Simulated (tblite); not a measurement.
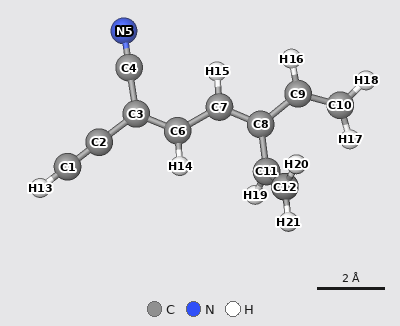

C$_{11}$H$_{9}$N, before the relaxation. Style: ball-and-stick. Shown at a tilt.

These are results of tblite, GFN2-xTB geometry optimisation, gas phase, not measurements.

```xyz
21

C     4.4245   -0.6749   -1.5260
C     3.4388   -0.0229   -1.2487
C     2.2961    0.7384   -0.8959
C     2.2424    2.1366   -1.2519
N     2.1940    3.2547   -1.5105
C     1.2670    0.1233   -0.2635
C     0.0146    0.7303    0.1609
C    -0.9904    0.1195    0.8293
C    -2.1918    0.9093    1.0982
C    -3.1126    0.6356    2.0440
C    -0.8997   -1.3018    1.1733
C    -1.7073   -2.2505    0.6820
H     5.2749   -1.2396   -1.7709
H     1.3913   -0.9377   -0.0439
H    -0.1132    1.7899   -0.0852
H    -2.3505    1.8046    0.5013
H    -3.0234   -0.2215    2.6972
H    -3.9700    1.2780    2.1793
H    -0.1134   -1.5671    1.8851
H    -2.4898   -2.0089   -0.0184
H    -1.5904   -3.2784    0.9798
```

### Predict the outcome.

The largest move after the best rigid fit is that of H20, 0.58 Å. By element the largest moves are H 0.58 Å, C 0.33 Å, N 0.07 Å. Some distances before and after: C6–C7 1.455 → 1.418 Å, C3–C4 1.444 → 1.413 Å, C9–C10 1.348 → 1.331 Å, C11–C12 1.339 → 1.326 Å. Among the angles between lasting bonds that change: C2–C3–C4 119.3° → 115.2°, C2–C3–C6 119.0° → 122.6°, C3–C6–C7 126.9° → 123.4°. The energy falls by 0.189 eV in 101 geometry steps. Cost: 0.72 s on 1 thread of Arm Neoverse V2, with other jobs on the host.

Final geometry:

```xyz
21

C     4.5076   -0.5057   -1.6211
C     3.4986    0.0419   -1.2658
C     2.3181    0.7042   -0.8658
C     2.2486    2.0722   -1.2107
N     2.2019    3.1831   -1.4957
C     1.3084    0.0693   -0.2056
C     0.1041    0.7109    0.1806
C    -0.9567    0.1022    0.7823
C    -2.1440    0.8892    1.0585
C    -3.1383    0.5373    1.8706
C    -0.9239   -1.3137    1.1511
C    -1.9140   -2.1686    0.9313
H     5.3844   -0.9937   -1.9265
H     1.4330   -0.9831    0.0091
H     0.0272    1.7655   -0.0569
H    -2.1724    1.8575    0.5743
H    -3.1367   -0.3962    2.4072
H    -3.9828    1.1843    2.0330
H    -0.0113   -1.6639    1.6176
H    -2.8215   -1.8713    0.4323
H    -1.8392   -3.2046    1.2159
```

After the run, drawn alike:

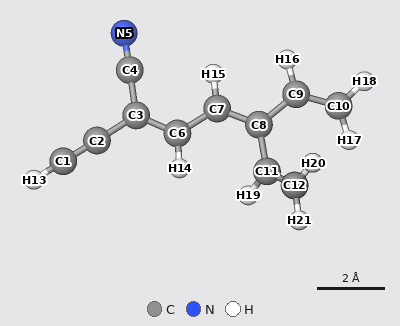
